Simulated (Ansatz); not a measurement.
# SiPb (model cell, started as zinc blende): phonons and vibrational spectra, part 2 of 2

How does SiPb (model cell, started as zinc blende) vibrate, and is this structure a minimum?

Ansatz 0.2.0; DFT LDA, scalar-relativistic, plane waves, PAW.

So far. Step 4 (Tight relaxation): The forces vanish by symmetry and the pressure is -0.005 GPa, within the tolerances set. The cell now holds 28.84 Å³/atom. The relaxed cell has a = 6.133 Å (conventional setting).

The structure was built from a prototype and need not be the compound's stable phase.

**5. Zone-centre response**

The zone centre comes first: it holds the modes that light can see, as far as symmetry allows. No field response is asked, since the mesh shows no gap.

Contents of input.yaml:

```yaml
crystal:
  lattice:
    - [0.0, 3.066562484, 3.066562484]
    - [3.066562484, 0.0, 3.066562484]
    - [3.066562484, 3.066562484, 0.0]
  atoms:
    - { symbol: Pb, position: [0.0, 0.0, 0.0] }
    - { symbol: Si, position: [0.25, 0.25, 0.25] }
kpoints:
  mp_grid: { grid: [12, 12, 12] }
hamiltonian:
  xc: lda
scf:
  occupations: { method: methfessel_paxton, width: 0.15 }
output:
  eigenvalues: true
phonons:
  method: dfpt
```

The run is started by

```bash
ansatz run input.yaml --threads 4 --pin off --max-ram 7168MiB --backend cpu --events-out ev --progress --plain --runs-dir out
```

Numbers of over 12 decimals in the logs are rounded to 6 here.

The program printed:

```text
zone centre: on kpoints.mp_grid the ground state, and the responses unless they are solved on pairs of k-points, stand on 163 of the mesh's 1728 k-points, reduced under 8 symmetry operations, with k and −k counted as one. Each operation leaves every solved displacement unchanged or reverses it
[...]
Crystal: 2 atoms, lattice volume = 57.675 Å³
Basis set: ecut = 420 eV, 1139 PW (Γ), exchange–correlation on 60×60×60 points (8 copies of the dense FFT grid, shifted against one another)
Bands: 13, of which v1, the nominal top of the filled ones, is band 9 counted from 1 (8 counted from 0)
Symmetry: 24 space group operations
k-points: 163 of 1728 (irreducible under 8 space group operations, time reversal used)
[...]
SCF iter   1: F=—  HF=-12210.103359 eV  |F-HF|=—  |Δ(HF+E_count)|=         —  Δρ=4.49e-3  dr2=9.83e-3  ethr=1.77e-3  ⟨swp⟩=6.3  Hψ=14443  notcnv=0
[...]
SCF iter  10: F=-12210.100563 eV  HF=-12210.100563 eV  |F-HF|=3.64e-12  |Δ(HF+E_count)|=  3.64e-12  S|Δr|=    0.00e0  Δρ=3.42e-8  dr2=1.54e-12  ethr=1.00e-12  ⟨swp⟩=7.0  Hψ=11904  notcnv=0
SCF 1 converged in 10 iterations: F = -12210.100563 eV  dr2 = 1.54e-12
[...]
DFPT response loops at Γ: preconditioner auto → Kerker (q_TF=auto, 2.247 Å⁻¹) (partly filled bands, converged f_vac=0.005); β = 1.00, the filter's whole step (`scf.mixing.beta` (0.50) is not read by the response loops under this deck's `scf.mixing.preconditioner`; to damp them name `kerker` or `kerker_dos`, under which they read `scf.mixing.beta`, and type it under 1.00, their step now; both keys bind the ground state too); Broyden in place of MSR1
SCF converged after 10 iterations
[...]
Free energy (F): -12210.100563 eV
[...]
Internal energy: -12210.100332 eV  (E = F + TS)
E sigma→0 (E₀):  -12210.100505 eV
Entropy (-TS):   -0.000231 eV (-0.115 meV/atom)
Fermi energy:    7.216577 eV
[...]
--- Band table (eV; the first three rows and the last of 163) ---
  k-point 0: bands = [... 5 lower, -4.5637, 6.1159, 7.3904, 7.3904, 7.3904, 9.5454, 9.5454, 9.5454]
  k-point 1: bands = [... 5 lower, -4.4896, 5.3610, 7.2393, 7.2393, 7.6464, 9.7352, 9.7352, 9.7966]
  k-point 2: bands = [... 5 lower, -4.2708, 4.0870, 6.9160, 6.9160, 7.6138, 10.1373, 10.1373, 10.5984]
  k-point 162: bands = [... 5 lower, -1.7275, -0.2607, 3.8672, 4.0407, 10.1809, 11.0969, 11.3198, 11.7431]
--- Phonons (Γ-DFPT): 2 representative perturbations + reference, on 163 of 1728 k-points (Σ response iterations 6) ---
  k mesh reduced under 8 symmetry operations, with k and −k counted as one. Each operation leaves every solved displacement unchanged or reverses it
  ASR residual: 5.255e-6 → 0.000e0 eV/Å²; symmetrization residual: 4.371e-6 eV/Å²
  ASR residual per site (eV/Å²): 5.25e-6 3.54e-6
  Γ frequencies (cm⁻¹): 0.00 0.00 0.00 284.37 284.37 284.37
  non-analytic LO–TO correction: not included (Born effective charges unavailable; polar crystals: no LO–TO splitting at Γ)
```

Elapsed: 26 s, on 4 threads of Arm Neoverse N1, shared host; peak memory 0.65 GiB; 71 s of CPU time.

This step gave:

```yaml
sum_rule_residual_before_enforcement: 5.25e-6 eV/Å²
point_group: -43m
highest_optical_mode_at_the_zone_centre_no_lo_to_term: 284.4 cm⁻¹
lowest_optical_zone_centre_mode: 284.4 cm⁻¹
```

Patterns of degenerate modes are one choice out of their space. Modes at Γ, with each element's share of the kinetic energy:

| mode | frequency (cm⁻¹) | symmetry | Pb % | Si % |
| --- | --- | --- | --- | --- |
| 1 | 0.0 | acoustic | 88 | 12 |
| 2 | 0.0 | acoustic | 88 | 12 |
| 3 | 0.0 | acoustic | 88 | 12 |
| 4 | 284.4 | T2 | 12 | 88 |
| 5 | 284.4 | T2 | 12 | 88 |
| 6 | 284.4 | T2 | 12 | 88 |

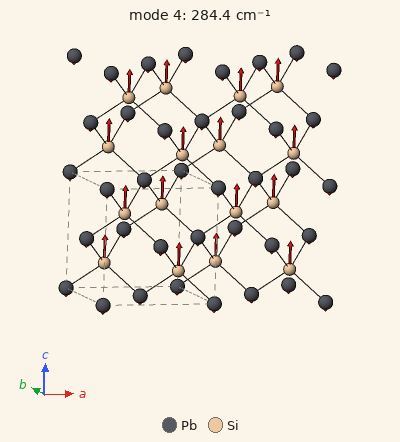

Displacement patterns of mode 4 at Γ; arrows are exaggerated. Bonds to atoms that aren't drawn are left out. 2×1×2 conventional cells are drawn. Some periodic images of atoms are drawn too.

Before it was imposed, the acoustic sum rule was missed by 5.3e-6 eV/Å². Small misses are needed for a sound result but don't prove that mesh and cutoff are converged. The lowest optical mode is real, 284 cm⁻¹.

**6. Phonons on a q mesh**

Stability and thermal properties need the whole zone. Linear response on a 4×4×4 q mesh gives force constants as far as a supercell of that size would.

input.yaml, as its differences from that of step 5:

```diff
@@ -18 +18,8 @@
   method: dfpt
+  qmesh: [4, 4, 4]
+  temperatures: { t_max: 1000, t_step: 50 }
+  qpath:
+    path:
+      - [[0.0, 0.0, 0.0], [-0.5, -0.5, 0.0], [-0.375, -0.375, 0.25]]
+      - [[-0.375, 0.0, 0.375], [0.0, 0.0, 0.0], [0.0, 0.0, 0.5], [-0.5, -0.25, 0.25], [-0.5, -0.5, 0.0]]
+    npoints: 10
```

The program printed:

```text
Warning: phonons: the dynamical matrix that this run interpolates holds no multipole term above the dipole-dipole one, and a site of this crystal is no centre of inversion, so its interpolated transverse optical and acoustic branches and sound speeds can stay off near Gamma, and the density of states and the thermodynamics with them. What a run solves at a wave vector of phonons.qpoints, Gamma apart, where the deck admits one, is free of this, and under fd what a larger phonons.supercell samples
[...]
Crystal: 2 atoms, lattice volume = 57.675 Å³
Basis set: ecut = 420 eV, 1139 PW (Γ), exchange–correlation on 60×60×60 points (8 copies of the dense FFT grid, shifted against one another)
Bands: 13, of which v1, the nominal top of the filled ones, is band 9 counted from 1 (8 counted from 0)
Symmetry: 24 space group operations
k-points: 72 of 1728 (time reversal used)
[...]
SCF iter   1: F=—  HF=-12210.103247 eV  |F-HF|=—  |Δ(HF+E_count)|=         —  Δρ=4.51e-3  dr2=9.86e-3  ethr=1.77e-3  ⟨swp⟩=6.2  Hψ=6366  notcnv=0
[...]
SCF iter  10: F=-12210.100563 eV  HF=-12210.100563 eV  |F-HF|=1.82e-12  |Δ(HF+E_count)|=  3.64e-12  S|Δr|=    0.00e0  Δρ=3.92e-8  dr2=2.08e-12  ethr=1.00e-12  ⟨swp⟩=6.9  Hψ=4870  notcnv=0
SCF 1 converged in 10 iterations: F = -12210.100563 eV  dr2 = 2.08e-12
[...]
SCF iter   4: F=-12210.100563 eV  HF=-12210.100563 eV  |F-HF|=7.28e-12  |Δ(HF+E_count)|=  1.82e-12  S|Δr|=    0.00e0  Δρ=2.21e-8  dr2=4.61e-13  ethr=1.00e-12  ⟨swp⟩=2.7  Hψ=1958  notcnv=0
SCF 2 converged in 4 iterations: F = -12210.100563 eV  dr2 = 4.61e-13
phonons: the bands overlap, so this run is a metal and interpolates without the dipole-dipole term. If the crystal is really an insulator or semiconductor, its LO-TO splitting is missing
NSCF: frozen V_eff on 72 k-points
WARN: eigensolver did not converge in 5 slots of this pass, the one above among them; of largest residual over every band (k=38): 1 band(s) unlocked (lowest unlocked band 12, counted from 0; max residual 5.45e-5 eV among the unlocked bands, 5.45e-5 eV over every band); of lowest unlocked band (k=13): band 12
[...]
DFPT response loops at q = (0, 0, 0) (fractional): preconditioner auto → Kerker (q_TF=auto, 2.247 Å⁻¹) (partly filled bands, converged f_vac=0.005); β = 1.00, the filter's whole step (`scf.mixing.beta` (0.50) is not read by the response loops under this deck's `scf.mixing.preconditioner`; to damp them name `kerker` or `kerker_dos`, under which they read `scf.mixing.beta`, and type it under 1.00, their step now; both keys bind the ground state too); Broyden in place of MSR1
[...]
SCF converged after 10 iterations
[...]
Free energy (F): -12210.100563 eV
[...]
Internal energy: -12210.100332 eV  (E = F + TS)
E sigma→0 (E₀):  -12210.100505 eV
Entropy (-TS):   -0.000231 eV (-0.115 meV/atom)
Fermi energy:    7.216577 eV
[...]
--- Band table (eV; the first three rows and the last of 72) ---
  k-point 0: bands = [... 5 lower, -4.5637, 6.1159, 7.3904, 7.3904, 7.3904, 9.5454, 9.5454, 9.5454]
  k-point 1: bands = [... 5 lower, -4.4896, 5.3610, 7.2393, 7.2393, 7.6464, 9.7352, 9.7352, 9.7966]
  k-point 2: bands = [... 5 lower, -4.2708, 4.0870, 6.9160, 6.9160, 7.6138, 10.1373, 10.1373, 10.5984]
  k-point 71: bands = [... 5 lower, -1.7275, -0.2607, 3.8672, 4.0407, 10.1809, 11.0969, 11.3198, 11.7431]
--- Phonons (Γ-DFPT): 2 representative perturbations + reference (Σ response iterations 6) ---
  ASR residual: 4.849e-6 → 0.000e0 eV/Å²; symmetrization residual: 4.047e-6 eV/Å²
  ASR residual per site (eV/Å²): 6.12e-7 4.85e-6
  Γ frequencies (cm⁻¹): 0.00 0.00 0.00 284.37 284.37 284.37
--- Phonons (arbitrary-q DFPT): 8 irreducible q on the 4×4×4 mesh ---
  q = [0.0000, 0.0000, 0.0000] (star 1, of the zone-centre solve; hermiticity 1.10e-6, symmetrization 1.65e-12): -0.00 -0.00 0.00 284.37 284.37 284.37
  q = [0.0000, 0.0000, 0.2500] (star 8, 2 solved perturbations on 936 of 1728 k-point pairs; hermiticity 5.00e-7, symmetrization 1.56e-12): 30.28 30.28 80.43 293.56 293.56 300.83
[...]
q = [0.0000, 0.2500, 0.2500] (star 6, 4 solved perturbations in 1608 linear systems a pass and spin channel, the states on 510 of 1728 k-point pairs; hermiticity 5.02e-7, symmetrization 4.77e-13): 39.54 39.54 83.77 291.29 291.29 309.08
[...]
sum rule: each row above includes the acoustic sum rule's correction from the zone centre's row sums; it moved no ω² by more than (0.22 cm⁻¹)²
  mesh force constants: q→R imaginary residual 2.25e-18; ASR residual 4.849e-6 → 0.000e0 eV/Å²; symmetrization residual 5.329e-15 eV/Å²
  interpolated dispersion: 62 rows × 6 modes
  density of states and harmonic sums: on the 20×20×20 q-mesh, interpolated from the force constants of a 4×4×4 supercell (no non-analytic term)
  largest difference from the sums on the solved wave vectors: F 1.26e-2 eV, S 1.66e-5 and C_V 4.01e-6 eV/K
  zero-point energy: 0.066610 eV/cell   skipped modes (ω ≤ 0): 3   left out of the sums: 6.25e-5 of the cell's modes: C_V's classical limit lies that fraction below 3 k_B per atom; for a crystal, a wire or a layer, F and S can be off by more, and a phonons.interpolated_qmesh denser along its periods is the remedy for the sampling
```

Wall time 10 min (4 threads); peak memory 2.8 GiB.

Numbers from this step:

| Quantity | Value |
| --- | --- |
| sum-rule residual before enforcement | 4.85e-6 eV/Å² |
| lowest frequency on the path | 0 cm⁻¹ |
| highest frequency on the path or at a solved wavevector | 316.7 cm⁻¹ |
| mean frequency | 179.1 cm⁻¹ |
| Debye temperature (second moment) | 399 K |
| logarithmic mean frequency | 129.8 cm⁻¹ |
| lowest mode on the q mesh (acoustic modes at Γ apart) | 30.28 cm⁻¹ |
| zero-point energy per atom | 33.31 meV |
| heat capacity at 300 K | 22.93 J/(mol atoms K) |
| vibrational entropy at 300 K | 37.81 J/(mol atoms K) |
| edges of the widest gap between branches, on path and mesh | 119.1, 277.5 cm⁻¹ |

Frequencies (cm⁻¹) solved at each irreducible wavevector; negative means imaginary. Frequencies by wavevector, by row:

| q in reciprocal lattice units | star | mode 1 | mode 2 | mode 3 | mode 4 | mode 5 | mode 6 |
| --- | --- | --- | --- | --- | --- | --- | --- |
| 0 0 0 | 1 | 0 | 0 | 0 | 284.4 | 284.4 | 284.4 |
| 0 0 0.25 | 8 | 30.3 | 30.3 | 80.4 | 293.6 | 293.6 | 300.8 |
| 0 0 -0.5 | 4 | 34.5 | 34.5 | 111.1 | 295.6 | 295.6 | 308.6 |
| 0 0.25 0.25 | 6 | 39.5 | 39.5 | 83.8 | 291.3 | 291.3 | 309.1 |
| 0 0.25 -0.5 | 24 | 41.5 | 57.2 | 103.1 | 285.3 | 293 | 309.3 |
| 0 0.25 -0.25 | 12 | 41.3 | 58 | 94.4 | 283.6 | 293.9 | 306.7 |
| 0 -0.5 -0.5 | 3 | 39 | 39 | 119.1 | 292.6 | 292.6 | 316.7 |
| 0.25 -0.5 -0.25 | 6 | 54.1 | 60.7 | 103.4 | 278.9 | 291.4 | 308.1 |

Interpolated from a 4×4×4 q mesh. The phonon branches at the labelled points (cm⁻¹):

| point | branch 1 | branch 2 | branch 3 | branch 4 | branch 5 | branch 6 |
| --- | --- | --- | --- | --- | --- | --- |
| Γ | 0 | 0 | 0 | 284 | 284 | 284 |
| X | 39 | 39 | 119 | 293 | 293 | 317 |
| U | 45 | 55 | 108 | 280 | 293 | 311 |
| jump to K | 45 | 55 | 108 | 280 | 293 | 311 |
| Γ | 0 | 0 | 0 | 284 | 284 | 284 |
| L | 34 | 34 | 111 | 296 | 296 | 309 |
| W | 54 | 61 | 103 | 279 | 291 | 308 |
| X | 39 | 39 | 119 | 293 | 293 | 317 |

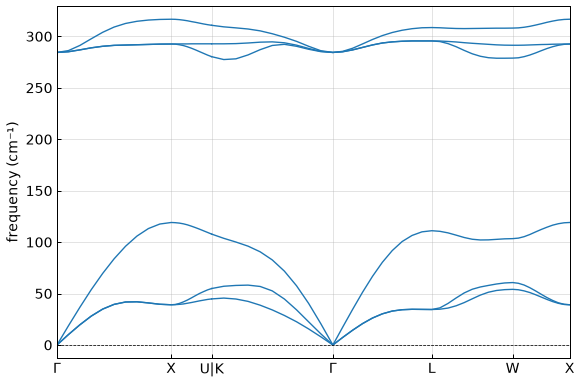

Phonon branches along the path.

The phonon density of states has structure finer than the step of the table below, so its rows give means over 20 cm⁻¹, whole bins alone (the curve runs from 2.5 to 318 cm⁻¹). Peaks (cm⁻¹: height): 42.5: 0.0966, 102.5: 0.0730, 292.5: 0.258, 307.5: 0.126.

Tetrahedra on a 20×20×20 mesh, mean over bins of 5 cm-1. Interpolated from a 4×4×4 q mesh. Table of phonon density of states by wavenumber; means over each step:

| wavenumber (cm⁻¹) | phonon density of states (1/cm⁻¹/cell) |
| --- | --- |
| 20 | 0.00574 |
| 40 | 0.0625 |
| 60 | 0.0348 |
| 80 | 0.00679 |
| 100 | 0.0352 |
| 120 | 0.00478 |
| 140 | 0 |
| 160 | 0 |
| 180 | 0 |
| 200 | 0 |
| 220 | 0 |
| 240 | 0 |
| 260 | 0 |
| 280 | 0.0456 |
| 300 | 0.0893 |

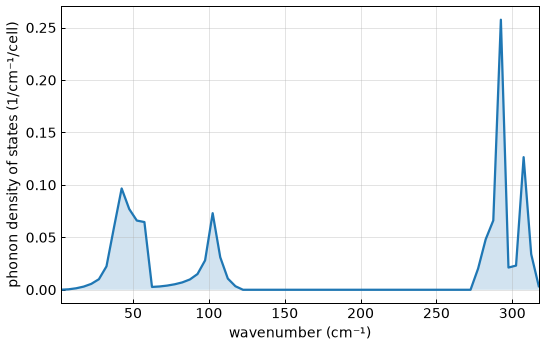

Phonon density of states, plotted against wavenumber.

The partial phonon density of states has structure finer than the step of the table below, so its rows give means over 20 cm⁻¹, whole bins alone (the curve runs from -10 to 336 cm⁻¹). Peaks (cm⁻¹: height): Pb 42.3: 0.0807, 103.2: 0.0618, 292.6: 0.0186; Si 292.6: 0.186, 307.9: 0.0989.

Phonopy on the run's constants, 17x17x17 mesh, Gaussian sigma 2.5 cm-1. Interpolated from a 4×4×4 q mesh. The partial phonon density of states by wavenumber; means over each step; values in 1/cm⁻¹/cell:

| wavenumber (cm⁻¹) | Pb | Si |
| --- | --- | --- |
| 0 | 1.8e-4 | 2.3e-5 |
| 20 | 0.00492 | 6.2e-4 |
| 40 | 0.0567 | 0.00599 |
| 60 | 0.0319 | 0.00295 |
| 80 | 0.00630 | 3.8e-4 |
| 100 | 0.0350 | 5.8e-4 |
| 120 | 0.00445 | 2.5e-5 |
| 140 | 0 | 0 |
| 160 | 0 | 0 |
| 180 | 0 | 0 |
| 200 | 0 | 0 |
| 220 | 0 | 0 |
| 240 | 0 | 0 |
| 260 | 0 | 4.5e-6 |
| 280 | 0.00213 | 0.0390 |
| 300 | 0.00773 | 0.0870 |
| 320 | 6.8e-4 | 0.0133 |

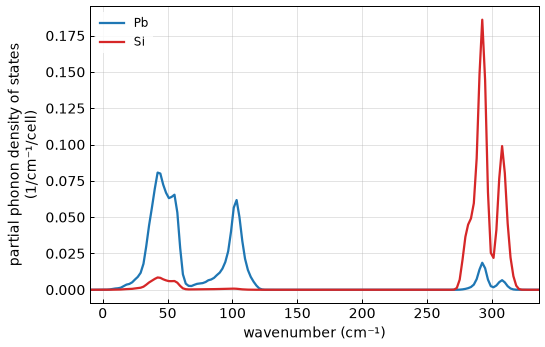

Partial phonon density of states against wavenumber.

Second derivatives of the energy by pair, one row for each kind of neighbour of each atom listed. Each entry sums the pair over the periodic images of the supercell that the q mesh stands for, and in a polar crystal it holds the long-range dipole part too. Force constants by pair, by row:

| atom | neighbour | distance (Å) | third of the trace (eV/Å²) | along the pair's line (eV/Å²) |
| --- | --- | --- | --- | --- |
| Pb1 | itself | 0 | 8.069 | – |
| Pb1 | Si | 2.656 | -1.985 | -5.201 |
| Pb1 | Pb | 4.337 | -0.0093 | -0.2527 |
| Pb1 | Si | 5.085 | 0.0382 | 0.0515 |
| Pb1 | Pb | 6.133 | -0.0121 | -0.0169 |
| Pb1 | Si | 6.683 | -0.0263 | 0.0259 |
| Si2 | itself | 0 | 8.428 | – |
| Si2 | Pb | 2.656 | -1.985 | -5.201 |
| Si2 | Si | 4.337 | -0.0389 | -0.2167 |
| Si2 | Pb | 5.085 | 0.0382 | 0.0515 |
| Si2 | Si | 6.133 | -0.0139 | -0.0121 |
| Si2 | Pb | 6.683 | -0.0263 | 0.0259 |

Harmonic thermodynamic functions per atom, from the density of states. Interpolated from a 4×4×4 q mesh. Thermodynamic functions, by row:

| T (K) | F_vib (meV/atom) | S (J/mol-atom/K) | C_V (J/mol-atom/K) |
| --- | --- | --- | --- |
| 0 | 33.31 | 0 | 0 |
| 50 | 31.68 | 8.042 | 9.658 |
| 100 | 25.26 | 16.37 | 14.86 |
| 200 | 1.43 | 28.89 | 20.89 |
| 300 | -33.37 | 37.81 | 22.93 |
| 400 | -76.19 | 44.54 | 23.77 |
| 500 | -125.2 | 49.89 | 24.18 |
| 600 | -179.3 | 54.32 | 24.4 |
| 700 | -237.6 | 58.09 | 24.54 |
| 800 | -299.5 | 61.38 | 24.64 |
| 900 | -364.7 | 64.28 | 24.7 |
| 1000 | -432.7 | 66.89 | 24.75 |

Harmonic mean-square displacement, third of the trace. Interpolated from a 4×4×4 q mesh. Mean square displacements, by row:

| T (K) | Pb1 U_eq (Å²) | Si2 U_eq (Å²) |
| --- | --- | --- |
| 0 | 0.00145 | 0.00284 |
| 100 | 0.00476 | 0.00549 |
| 300 | 0.01378 | 0.01347 |
| 600 | 0.02746 | 0.02626 |

Symmetry leaves 8 wavevectors to solve. The lowest mode among them, the acoustic zeros apart, lies at q = (0, 0, 0.25) and is real, 30.3 cm⁻¹.

**7. Isotope substitution, element Pb, natural mass 207.2 amu**

An isotope changes the mass and not the force constants, so no new electronic calculation is needed; the shifts show which modes move this element.

The same force constants with the mass of Pb changed from 207.200 to 203.973 u (phonopy, no LO-TO term). Both lists are sorted by frequency; levels can cross, so a row need not hold one and the same mode. Modes under 3 cm⁻¹ are left out. Isotope shifts, by row:

| q | rank | natural mass (cm⁻¹) | changed mass (cm⁻¹) |
| --- | --- | --- | --- |
| 0 0 0 | 4 | 284.4 | 284.6 |
| 0 0 0 | 5 | 284.4 | 284.6 |
| 0 0 0 | 6 | 284.4 | 284.6 |
| 0 0 0.25 | 1 | 30.28 | 30.49 |
| 0 0 0.25 | 2 | 30.28 | 30.49 |
| 0 0 0.25 | 3 | 80.43 | 81.03 |
| 0 0 0.25 | 4 | 293.6 | 293.8 |
| 0 0 0.25 | 5 | 293.6 | 293.8 |
| 0 0 0.25 | 6 | 300.8 | 301 |
| 0 0 -0.5 | 1 | 34.47 | 34.71 |
| 0 0 -0.5 | 2 | 34.47 | 34.71 |
| 0 0 -0.5 | 3 | 111.1 | 111.9 |
| 0 0 -0.5 | 4 | 295.6 | 295.9 |
| 0 0 -0.5 | 5 | 295.6 | 295.9 |
| 0 0 -0.5 | 6 | 308.6 | 308.6 |
| 0 0.25 0.25 | 1 | 39.54 | 39.82 |
| 0 0.25 0.25 | 2 | 39.54 | 39.82 |
| 0 0.25 0.25 | 3 | 83.77 | 84.39 |
| 0 0.25 0.25 | 4 | 291.3 | 291.5 |
| 0 0.25 0.25 | 5 | 291.3 | 291.5 |
| 0 0.25 0.25 | 6 | 309.1 | 309.2 |

A mode of this element alone would shift by +0.79 %. The highest zone-centre frequency without the field goes from 284.4 to 284.6 cm⁻¹ (+0.1 %). The product of the frequency ratios over all optical modes at Γ is 1.003; the product rule, (m/m′)^(3k/2) (M′/M)^(3/2) with k = 1 such atoms and M the mass of the cell, gives 1.003.

**8. Another isotope, element Si, natural mass 28.085 amu**

The same for Si, from 28.09 to 29.97 u.

A mode of this element alone would shift by -3.20 %. The highest zone-centre frequency without the field goes from 284.4 to 276.4 cm⁻¹ (-2.8 %). The product of the frequency ratios over all optical modes at Γ is 0.918; the product rule, (m/m′)^(3k/2) (M′/M)^(3/2) with k = 1 such atoms and M the mass of the cell, gives 0.918.

**9. Summary of results**

- space group after relaxation (within 0.01 Å): F-43m
- volume per atom: 28.8 Å³
- electronic character: no gap on this mesh
- highest optical mode at the zone centre (no LO-TO term): 284 cm⁻¹
- lowest optical zone-centre mode: 284 cm⁻¹
- lowest mode on the q mesh (acoustic modes at Γ apart): 30.3 cm⁻¹
- highest frequency on the path or at a solved wavevector: 317 cm⁻¹
- zero-point energy per atom: 33.3 meV
- heat capacity at 300 K: 22.9 J/(mol atoms K)
- vibrational entropy at 300 K: 37.8 J/(mol atoms K)
- Debye temperature (second moment): 399 K
- imaginary modes on the 4×4×4 q mesh: none

In words: The structure is a minimum as far as tested: no mode is imaginary at the 8 irreducible wavevectors of the 4×4×4 mesh, and the softest away from the acoustic zeros lies at 30 cm⁻¹. The optical modes at Γ form one degenerate level at 284 cm⁻¹. The highest mode in this list at Γ, 284.4 cm⁻¹, is mostly motion of Si (88 % of the kinetic energy). On the path and the mesh, the widest gap between branches runs from 119 to 278 cm⁻¹. With no gap, or one that is small against the smearing, the frequencies hang on the k mesh and the smearing, most of all near Kohn anomalies. Spin-orbit coupling is left out, which can matter for the heavy elements here. A phonon run warned that its eigensolver left some bands unconverged in a pass. The starting cell was built on a prototype and not taken from a measurement, so the phase need not exist. These are harmonic frequencies at zero temperature: anharmonic shifts, linewidths and thermal expansion are left out.

[Logs are printed without paths, hosts, clocks, repeated set-up lines and the standing remarks that a program may print on its own settings, such as how far it seeks lower states.]

[Hosts, paths, dates, database ids (printed as entryN), source tags and the programs' standing remarks are cut or masked in the printed files.]
